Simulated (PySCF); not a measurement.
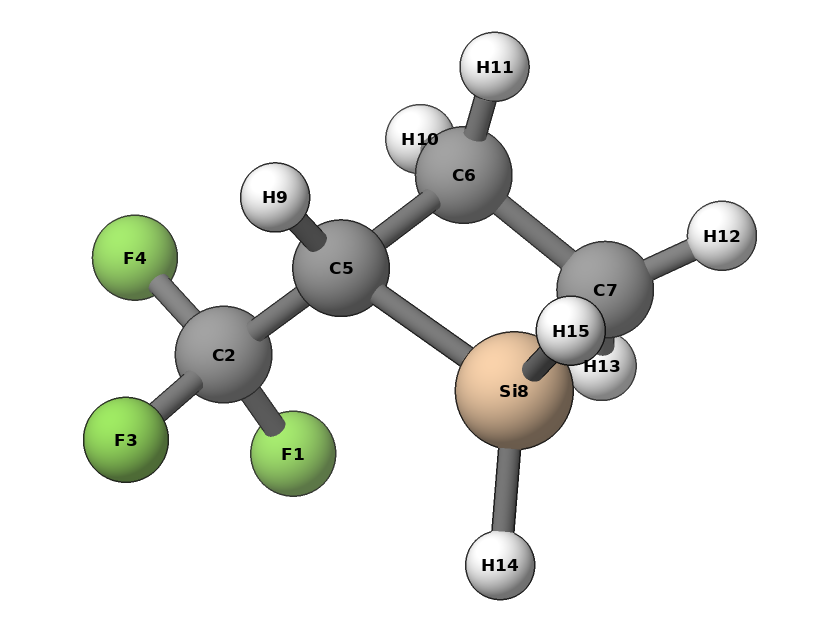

The computed structure is the end point of a PBE0-D3(BJ)/def2-SVP optimisation. No frequency run is at hand to confirm it as a minimum. Method: TDDFT CAM-B3LYP/def2-SVPD, vertical, gas phase, core orbitals frozen in the response (PySCF 2.14.0), and the same with a continuum solvent (IEF-PCM, Bondi radii x 1.2, gas-phase geometry).

How do dipole (D), HOMO–LUMO gap (eV), lowest singlet (eV) change in benzene (ε = 2.3)?

| medium | dipole (D) | HOMO–LUMO gap (eV) | lowest singlet (eV) |
| --- | --- | --- | --- |
| gas phase | 2.61 | 10.67 | 7.26 |
| benzene | 2.88 | 10.66 | 7.24 |
